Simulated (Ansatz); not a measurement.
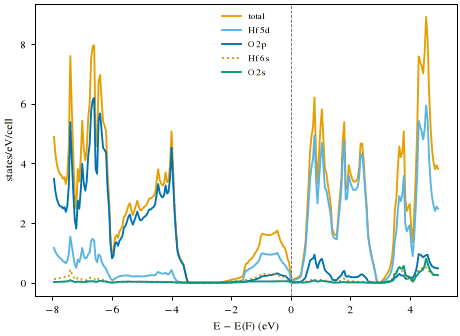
Figure: Total and projected density of states of Hf2O3 in space group P-4m2 (No. 115; Hf on 2g, O on 1a, O on 1b, O on 1d), the program Ansatz at the PBEsol level (PAW)

Which orbitals carry the states next to the Fermi level?

Within 0.5 eV of the Fermi level: Hf 5d 62 %, O 2p 17 %, Hf 6s 12 %, outside the projected shells 6 %. Projections are on Löwdin-orthogonalised atomic valence shells; empty p or d shells of many metals are not among them.

Where is the tallest occupied peak in this window, and what makes it?

Near -6.6 eV, about 8.0 states/eV per cell; the largest projected share is O 2p.

The start of the workflow was typed in or built on a structure type; neither database checked (COD, Materials Project) lists it. Its standing as an ambient phase is unchecked. Symmetry was held in the PBEsol relaxation; whether a distortion lowers the energy is not shown. No spin polarisation was allowed. Spin–orbit coupling is left out wherever it is not named.

Potentials: the later of the program's two PAW sets.
